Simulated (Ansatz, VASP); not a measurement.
# CuI (Marshite): VASP beside Ansatz

One calculation is typed for both programs; each brings its own data sets. How far apart do they land? Valence electrons are named where the data sets of a main pair hold unlike numbers.

Program: Ansatz 0.2.0. Level of theory: plane waves, with VASP 6.6.1 beside it; band structure at HSE03. Results are calculated unless marked as measured.

The database entry behind the starting cell differs from later determinations by our own check (about 0.15 % long (mineral sample)), so it need not match the best structure at ambient conditions.

### 1. Set-up

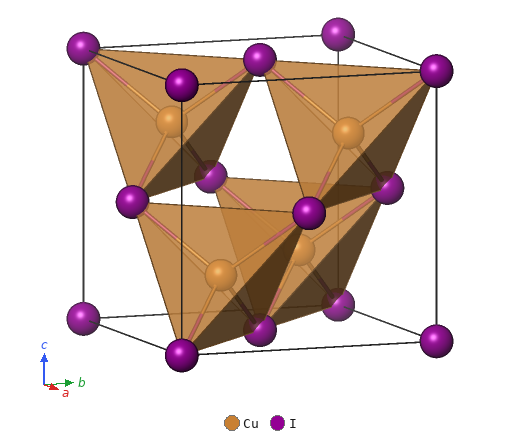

Start, viewed slightly off an axis; copper orange, iodine purple. This picture shows the conventional cell, with its axes. Bonds to atoms that aren't drawn are left out. Some periodic images of atoms are drawn too.

### 2. Ansatz: band structure, HSE03

Ansatz runs on its default PAW (the set named soft_2) files.

The same path points are solved in both programs, so levels can be compared one by one.

The input, input.yaml:

```yaml
crystal:
  lattice:
    - [0.0, 3.0315, 3.0315]
    - [3.0315, 0.0, 3.0315]
    - [3.0315, 3.0315, 0.0]
  atoms:
    - { symbol: Cu, position: [0.25, 0.25, 0.25] }
    - { symbol: I, position: [0.0, 0.0, 0.0] }
hamiltonian:
  xc: { exchange: pbe, correlation: pbe, exx: { coeff: 0.25, omega: 0.3 } }
  pseudopotentials: { kind: paw }
kpoints:
  mp_grid: { grid: [4, 4, 4] }
  band_path:
    path:
      - [0.0, 0.0, 0.0]
      - [0.5, 0.0, 0.5]
      - [0.5, 0.2, 0.7]
      - [0.4, 0.35, 0.75]
      - [0.15, 0.15, 0.3]
      - [0.2, 0.2, 0.2]
      - [0.55, 0.4, 0.55]
      - [0.6, 0.25, 0.65]
      - [0.5, 0.25, 0.75]
      - [0.5, 0.5, 0.5]
      - [0.375, 0.375, 0.75]
      - [0.5, 0.0, 0.5]
    npoints: 1
scf:
  occupations: { method: gaussian, width: 0.02 }
  n_extra_bands: 7
output:
  forces: true
  stress: true
  eigenvalues: true
  write_density: true
  write_potential: true
  elf: true
  volumetric_format: npy
```

Command:

```sh
$ ansatz run input.yaml --threads 4 --pin off --max-ram 9216MiB --backend cpu --events-out ev --progress --plain --runs-dir out
```

Numbers of over 12 decimals in the logs are rounded to 6 here.

Output:

```text
Warning: output.stress: scf.convergence.dr2_threshold = 1e-7 eV (the SCF's general default) is looser than the 2e-10 eV advised for a printed stress (1e-10 eV for each atom of the cell: 2). What an SCF threshold leaves in a stress goes as its square root, and in the free energy as the threshold itself, and one threshold admits the most on a small cell: [figures from the program's tests cut] Set scf.convergence.dr2_threshold to 2e-10 eV or tighter. The threshold is an SCF's pass mark: one that does not reach it within its budget of iterations ends unconverged, or closes short of it on a stop that the run arms, and scf.convergence.dr2_threshold's page says what that costs each kind of run
Warning: output.stress: scf.exx.energy_threshold = 1e-6 eV is looser than the 2e-8 eV advised for a stress under a hybrid functional (1e-8 eV for each atom of the cell: 2). Every SCF of the exchange loop can meet its threshold on dr2 while the loop round them stops early: no threshold on dr2 bounds what that leaves in the stress. Set scf.exx.energy_threshold to 2e-8 eV or tighter. The threshold is the loop's pass mark: a loop that does not reach it within its budget of cycles ends unconverged, and scf.exx.energy_threshold's page has the law
scf.n_extra_bands = 7 over 18 filled bands (N_el = 36.0): the run solves 25 bands
Engine: ansatz 0.2.0, aarch64-unknown-linux-gnu
Pseudopotentials: kind: paw
Pseudopotential: Cu, paw, valence charge 19, recommended cutoff 420 eV (normal), Cu.paw.azcp
Pseudopotential: I, paw, valence charge 17, recommended cutoff 420 eV (normal), I.paw.azcp
Functional definition: unnamed
  parameter a_1 = 0.25
  parameter omega_1 = 0.3/angstrom
  exchange = pbe_x + (-a_1)*pbe_x_sr(omega_1) + a_1*exact_x_sr(omega_1)
  correlation = pbe_c
Crystal: 2 atoms, lattice volume = 55.719 Å³
Basis set: ecut = 420 eV, 1067 PW (Γ), exchange–correlation on 60×60×60 points (8 copies of the dense FFT grid, shifted against one another)
Bands: 25, of which v1, the nominal top of the filled ones, is band 18 counted from 1 (17 counted from 0)
Symmetry: 24 space group operations
Space group: F-43m (ITA 216), of the structure as read, at distance tolerance 3.8e-5 Å
k-points: 8 of 64 (time reversal used)
Non-local potential: Cu, projectors of the file, l = 0: 3, l = 1: 2, l = 2: 3, l = 3: 1
Non-local potential: I, projectors of the file, l = 0: 2, l = 1: 2, l = 2: 2, l = 3: 2
PAW form: soft (Blöchl's): semilocal exchange-correlation on the pseudo side does not see the compensation charge
PAW frozen core: Cu, regenerated for the run's functional, and the local potential with it (the file was generated under x = pbe(κ = 0.804, μ = 0.219515), c = pbe(β = 0.066725))
PAW frozen core: I, regenerated for the run's functional, and the local potential with it (the file was generated under x = pbe(κ = 0.804, μ = 0.219515), c = pbe(β = 0.066725))
PAW one-centre angular grid: Cu, 590 points (default); XC on 64 Gauss nodes
PAW one-centre angular grid: I, 590 points (default); XC on 96 Gauss nodes
Initial density: superposition of atomic densities (neutral atoms: chi_scale 0, normalization atom), corrected by the library's trained network
Initial wavefunctions: pseudopotential atomic-orbital guess
Functional: x = pbe(κ = 0.804, μ = 0.219515), c = pbe(β = 0.066725), warm-up for x = pbe(κ = 0.804, μ = 0.219515) + 0.25 (exact − pbe) at short range (hse, ω = 0.3 Å⁻¹), c = pbe(β = 0.066725)
SCF iter   1: F=—  HF=-14138.332159 eV  |F-HF|=—  |Δ(HF+E_count)|=         —  Δρ=7.36e-4  dr2=1.80e-4  ethr=1.77e-3  ⟨swp⟩=12.4  Hψ=1000  notcnv=0
preconditioner: auto → none  [insulator: Δε(μ)=1.128 eV  Ē_g=11.145 eV  σ=0.020 eV  W_gap=1.00  n_scr=14 (ndim 8)  ℏωp=21.1 eV  f_vac=0.179  D(μ)=0.00/eV (n_scr^D=0)]
SCF iter   2: F=-14138.332343 eV  HF=-14138.332453 eV  |F-HF|=1.10e-4  |Δ(HF+E_count)|=   2.94e-4  Δρ=4.64e-4  dr2=8.31e-5  ethr=5.01e-7  ⟨swp⟩=4.5  Hψ=724  notcnv=0
SCF 1 stopped early in 2 iterations: F = -14138.332343 eV  dr2 = 8.31e-5
  greatest PAW one-centre occupation: 1.000 electrons in one spin orbital (limit 2), on the Cu atom at site 0 (counted from 0), in its partial waves of l = 0
Initial density: handed on by an earlier stage of this run
Initial wavefunctions: those handed on with the density
Functional: x = pbe(κ = 0.804, μ = 0.219515) + 0.25 (exact − pbe) at short range (hse, ω = 0.3 Å⁻¹), c = pbe(β = 0.066725)
Exchange kernel: α = 0.2500, screened, ω = 0.3000 Å⁻¹, Wigner–Seitz truncation, v(0) = 502.5522 eV·Å³, q-mesh 4×4×4, nearest image of the exchange supercell L = 17.15 Å, pair-density grid 18×18×18, without the augmentation charges, whose exchange is taken in its separable form by FFT convolution over the k-point mesh (sized by the pseudopotential files, 24×24×24 at the most), smooth part of the exact exchange by density-matrix convolution
Frozen-core exchange: fock
SCF iter   1: F=—  HF=-14142.434749 eV  |F-HF|=—  |Δ(HF+E_count)|=         —  Δρ=3.25e-2  dr2=4.01e-1  ethr=2.31e-6  ⟨swp⟩=5.8  Hψ=908  notcnv=0
preconditioner: auto → none  [insulator: Δε(μ)=2.668 eV  Ē_g=13.130 eV  σ=0.020 eV  W_gap=1.00  n_scr=14 (ndim 8)  ℏωp=21.1 eV  f_vac=0.179  D(μ)=0.00/eV (n_scr^D=0)]
SCF iter   2: F=—  HF=-14142.451317 eV  |F-HF|=—  |Δ(HF+E_count)|=   1.66e-2  Δρ=2.87e-2  dr2=3.22e-1  ethr=2.31e-6  ⟨swp⟩=5.5  Hψ=770  notcnv=0
SCF iter   3: F=—  HF=-14142.353876 eV  |F-HF|=—  |Δ(HF+E_count)|=   9.74e-2  Δρ=5.89e-3  dr2=1.39e-2  ethr=2.31e-6  ⟨swp⟩=5.2  Hψ=727  notcnv=0
SCF iter   4: F=—  HF=-14142.363364 eV  |F-HF|=—  |Δ(HF+E_count)|=   9.49e-3  Δρ=2.33e-3  dr2=2.19e-3  ethr=2.31e-6  ⟨swp⟩=4.2  Hψ=570  notcnv=0  defer=1
iter 5 solved again at ethr=3.36e-8 eV; its pass at ethr=2.31e-6 eV (dr2=1.21e-5 eV) is discarded
SCF iter   5: F=—  HF=-14142.362973 eV  |F-HF|=—  |Δ(HF+E_count)|=   3.91e-4  Δρ=1.49e-4  dr2=3.01e-5  ethr=3.36e-8  ⟨swp⟩=3.4  Hψ=851  notcnv=0
SCF iter   6: F=—  HF=-14142.363151 eV  |F-HF|=—  |Δ(HF+E_count)|=   1.78e-4  Δρ=2.65e-4  dr2=3.53e-5  ethr=3.36e-8  ⟨swp⟩=4.1  Hψ=530  notcnv=0  defer=1
SCF iter   7: F=-14142.363139 eV  HF=-14142.363140 eV  |F-HF|=5.50e-7  |Δ(HF+E_count)|=   1.16e-5  Δρ=3.17e-5  dr2=9.40e-7  ethr=3.36e-8  ⟨swp⟩=4.0  Hψ=446  notcnv=0
SCF 2 stopped early in 7 iterations: F = -14142.363139 eV  dr2 = 9.40e-7
  greatest PAW one-centre occupation: 1.000 electrons in one spin orbital (limit 2), on the Cu atom at site 0 (counted from 0), in its partial waves of l = 1
hybrid outer 1: dexx = +1.212e-2 eV, tail = 7.66e-5 eV
Exchange kernel: α = 0.2500, screened, ω = 0.3000 Å⁻¹, Wigner–Seitz truncation, v(0) = 502.5522 eV·Å³, q-mesh 4×4×4, nearest image of the exchange supercell L = 17.15 Å, pair-density grid 18×18×18, without the augmentation charges, whose exchange is taken in its separable form by FFT convolution over the k-point mesh (sized by the pseudopotential files, 24×24×24 at the most), smooth part of the exact exchange by density-matrix convolution
Frozen-core exchange: fock
SCF iter   1: F=—  HF=-14142.362934 eV  |F-HF|=—  |Δ(HF+E_count)|=         —  Δρ=1.33e-4  dr2=5.45e-6  ethr=1.06e-6  ⟨swp⟩=4.9  Hψ=460  notcnv=0
preconditioner: auto → none  [insulator: Δε(μ)=2.431 eV  Ē_g=12.756 eV  σ=0.020 eV  W_gap=1.00  n_scr=14 (ndim 8)  ℏωp=21.1 eV  f_vac=0.185  D(μ)=0.00/eV (n_scr^D=0)]
SCF iter   2: F=—  HF=-14142.362934 eV  |F-HF|=—  |Δ(HF+E_count)|=   4.66e-7  Δρ=2.17e-5  dr2=1.51e-7  ethr=1.34e-8  ⟨swp⟩=4.0  Hψ=485  notcnv=0
SCF iter   3: F=—  HF=-14142.362934 eV  |F-HF|=—  |Δ(HF+E_count)|=   3.34e-7  Δρ=5.95e-6  dr2=3.23e-8  ethr=3.15e-10  ⟨swp⟩=3.9  Hψ=505  notcnv=0  defer=4
SCF iter   4: F=-14142.362934 eV  HF=-14142.362934 eV  |F-HF|=2.32e-9  |Δ(HF+E_count)|=   1.19e-8  Δρ=1.50e-6  dr2=2.19e-9  ethr=7.91e-11  ⟨swp⟩=3.2  Hψ=398  notcnv=0  defer=1
SCF 3 converged in 4 iterations: F = -14142.362934 eV  dr2 = 2.19e-9
  Residual-converged pass: ⟨swp⟩=3.6  Hψ=470  notcnv=0  max |occ|·‖R‖ = 2.2e-6 eV (tolerance 2.4e-6 eV)  dr2=2.13e-9  dr2_onsite=2.49e-9  max |Δocc| = 0.0e0
hybrid outer 2: dexx = +4.159e-7 eV, tail = 5.28e-8 eV, Δε = 6.94e-3 eV (about 2.76e-4 eV left of the loop's levels)
NSCF: frozen V_eff on 12 k-points
hybrid SCF converged: 2 outer / 11 inner (+2 warm-up), last move |dexx| = 4.16e-7 eV, tail = 5.28e-8 eV
Stability not checked: this state was not tested for a lower state beside it, because the functional holds exact exchange (a hybrid, or Hartree-Fock), whose exchange loop this test does not read (fock_operator; see scf.lower_state_search)
Free energy (F): -14142.362934 eV
Frozen-core exchange: fock
Harris-Foulkes:  -14142.362934 eV  (|F-HF|=2.32e-9)
Internal energy: -14142.362934 eV  (E = F + TS)
E sigma→0 (E₀):  -14142.362934 eV
Fermi energy:    8.517350 eV
--- Per-component energies (eV) ---
  E_band       = -954.040948
  E_kinetic    = 490.157877
  E_local      = -7649.398672  (includes V_loc(G=0)·N_el)
  E_nonlocal   = 324.280918
  E_hartree    = 3567.498298
  E_xc         = -175.855927
  E_vxc        = -194.766310  (∫ρ·V_xc dr)
  E_exx        = -153.451260  (= α·E_x^exact, valence–valence)
  E_paw        = -6390.878147  (= ΣΔE_a)
  E_vpaw       = -752.412006  (= ΣTr[D̂ρ^β])
  E_aug_tail   = 0.000302  (compensation charges beyond the density's cutoff)
  E_ewald      = -4154.131452
  E_core_change = -0.584860  (= ΣΔE_core)
  E_smearing   = -0.000000  (= −TS)
  E_closure    = -0.000012  (closes the sum)
  Σ components = -14142.362934   (vs F -14142.362934, Δ=0.00e0)
--- Forces (eV/Å), atoms counted from 1 ---
  atom   1  Cu    -0.00000000     0.00000000    -0.00000000
  atom   2  I      0.00000000     0.00000000     0.00000000
  max |Σ_I F_I| component: 3.93e-17 eV/Å
--- Stress (GPa, compression-positive) ---
        0.887871      -0.000000      -0.000000
        0.000000       0.887871       0.000000
       -0.000000       0.000000       0.887871
  P = ⅓ Tr σ = 0.8879 GPa (8.879 kbar)
--- Band table (eV; the first three rows and the last of 8) ---
  k-point 0: bands = [... 14 lower, 4.8590, 7.3010, 7.3010, 7.3010, 9.7334, 13.4181, 13.4181, 13.4181, ... 3 higher]
  k-point 1: bands = [... 14 lower, 4.8505, 5.6721, 6.8740, 6.8740, 10.8618, 13.9890, 13.9890, 14.0057, ... 3 higher]
  k-point 2: bands = [... 14 lower, 4.8830, 4.9360, 6.4817, 6.4817, 10.7107, 13.9176, 13.9176, 15.8820, ... 3 higher]
  k-point 7: bands = [... 14 lower, 4.9576, 4.9704, 5.1008, 5.6428, 12.9916, 13.2216, 14.6192, 14.8144, ... 3 higher]
```

Run time: 24 s. Hardware: 4 threads of Arm Neoverse V1, shared host; peak memory 0.81 GiB.

### 3. VASP: band structure, HSE03

The same cell, functional, mesh and smearing now go to VASP, with its own data sets.

Lines of VASP's logs that name or quote its potential files are left out, and so is its time.

The run reads the wave functions of an earlier VASP run, which isn't shown here.

The input, INCAR:

```
SYSTEM = CuI
PREC = Accurate
ENCUT = 400
EDIFF = 1E-06
NELM = 100
ISMEAR = 0
SIGMA = 0.02
LREAL = .FALSE.
ALGO = Normal
LHFCALC = .TRUE.
AEXX = 0.25
GGA = PE
HFSCREEN = 0.3
LASPH = .TRUE.
NBANDS = 15
PRECFOCK = Fast
LORBIT = 11
LWAVE = .FALSE.
LCHARG = .FALSE.
KPAR = 4
```

The input, POSCAR:

```
CuI
1.0
    0.0000000000      3.0315000000      3.0315000000
    3.0315000000      0.0000000000      3.0315000000
    3.0315000000      3.0315000000      0.0000000000
Cu I
1 1
Direct
    0.2500000000      0.2500000000      0.2500000000
    0.0000000000      0.0000000000      0.0000000000
```

The input, KPOINTS:

```
Automatic mesh
0
Gamma
4 4 4
0 0 0
```

The input, KPOINTS_OPT:

```
Line mode
6
Line-mode
Reciprocal
  0.00000000   0.00000000   0.00000000 GAMMA
  0.50000000   0.00000000   0.50000000 X

  0.50000000   0.00000000   0.50000000 X
  0.50000000   0.25000000   0.75000000 W

  0.50000000   0.25000000   0.75000000 W
  0.37500000   0.37500000   0.75000000 K

  0.37500000   0.37500000   0.75000000 K
  0.00000000   0.00000000   0.00000000 GAMMA

  0.00000000   0.00000000   0.00000000 GAMMA
  0.50000000   0.50000000   0.50000000 L

  0.50000000   0.50000000   0.50000000 L
  0.62500000   0.25000000   0.62500000 U

  0.62500000   0.25000000   0.62500000 U
  0.50000000   0.25000000   0.75000000 W

  0.50000000   0.25000000   0.75000000 W
  0.50000000   0.50000000   0.50000000 L

  0.50000000   0.50000000   0.50000000 L
  0.37500000   0.37500000   0.75000000 K

  0.62500000   0.25000000   0.62500000 U
  0.50000000   0.00000000   0.50000000 X
```

Potentials, in the order of the species: Cu and I (PBE family, release 64).

Command:

```sh
$ mpirun -np 4 vasp_std
```

Output:

```text
[banner, memory and clock lines left out]
running    4 mpi-ranks, on    1 nodes
 distrk:  each k-point on    1 cores,    4 groups
 distr:  one band on    1 cores,    1 groups

 POSCAR found type information on POSCAR CuI
 POSCAR found :  2 types and       2 ions
 LDA part: xc-table for (Slater+PW92), standard interpolation
 found WAVECAR, reading the header
 POSCAR, INCAR and KPOINTS ok, starting setup
 FFT: planning ... GRIDC
 FFT: planning ... GRID_SOFT
 FFT: planning ... GRID
 reading WAVECAR
 the WAVECAR file was read successfully
 initial charge from wavefunction
 entering main loop
       N       E                     dE             d eps       ncg     rms          rms(c)
DAV:   1    -0.630478617194E+01   -0.63048E+01   -0.69210E-01   329   0.315E+01    0.266E+00
DAV:   2    -0.622971264916E+01    0.75074E-01   -0.62789E-01   296   0.291E+01    0.250E+00
DAV:   3    -0.623816207547E+01   -0.84494E-02   -0.34796E-02   353   0.310E+00    0.163E+00
DAV:   4    -0.623772943963E+01    0.43264E-03   -0.50154E-03   324   0.230E+00    0.994E-01
DAV:   5    -0.623763531066E+01    0.94129E-04   -0.11539E-03   388   0.859E-01    0.695E-01
DAV:   6    -0.623760866422E+01    0.26646E-04   -0.33359E-05   395   0.786E-02    0.409E-01
DAV:   7    -0.623759432750E+01    0.14337E-04   -0.10600E-05   324   0.924E-02    0.237E-01
DAV:   8    -0.623759012272E+01    0.42048E-05   -0.26663E-06   282   0.241E-02    0.136E-01
DAV:   9    -0.623758896418E+01    0.11585E-05   -0.75137E-07   211   0.122E-02    0.796E-02
DAV:  10    -0.623758854410E+01    0.42008E-06   -0.54311E-07   204   0.829E-03
   1 F= -.62375885E+01 E0= -.62375885E+01  d E =-.353322E-17
 Start KPOINTS_OPT (optional k-point list driver)
k-point batch [1-8\60]
       N       E                     dE             ncg
DAV:   1     0.883860584493E+03   -0.18150E+04      240
DAV:   2     0.172744680725E+02   -0.86659E+03      240
DAV:   3    -0.465614194125E+02   -0.63836E+02      331
DAV:   4    -0.488510184437E+02   -0.22896E+01      310
DAV:   5    -0.489354961820E+02   -0.84478E-01      394
DAV:   6    -0.489369730668E+02   -0.14769E-02      353
DAV:   7    -0.489369916309E+02   -0.18564E-04      394
DAV:   8    -0.489369918530E+02   -0.22203E-06      274
[...]
k-point batch [57-60\60]
       N       E                     dE             ncg
DAV:   1     0.252049349358E+04   -0.17343E+04      120
DAV:   2     0.210831547503E+04   -0.41218E+03      120
DAV:   3     0.207962910512E+04   -0.28686E+02      176
DAV:   4     0.207873222364E+04   -0.89688E+00      169
DAV:   5     0.207869622857E+04   -0.35995E-01      201
DAV:   6     0.207869577907E+04   -0.44950E-03      169
DAV:   7     0.207869577254E+04   -0.65338E-05      208
DAV:   8     0.207869577245E+04   -0.92039E-07      144
```

(Part 1 of 2 ends here.)

[Lines on the potential files, build, host, timing and source positions are cut from VASP's logs without a mark.]

[Logs are printed without paths, hosts, clocks, repeated set-up lines and the standing remarks that a program may print on its own settings, such as how far it seeks lower states.]

[Hosts, paths, dates, database ids (printed as entryN), source tags and the programs' standing remarks are cut or masked in the printed files.]
